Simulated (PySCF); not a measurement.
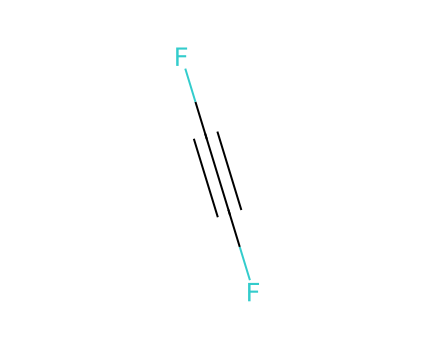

The picture comes from a calculation with PySCF.

Question: Give its SMILES.

Answer: FC#CF

Question: What is the molecular formula?

Answer: C2F2.

Question: An optimisation with PBE0-D3(BJ)/def2-SVP gave a structure of which point group?

Answer: D∞h.
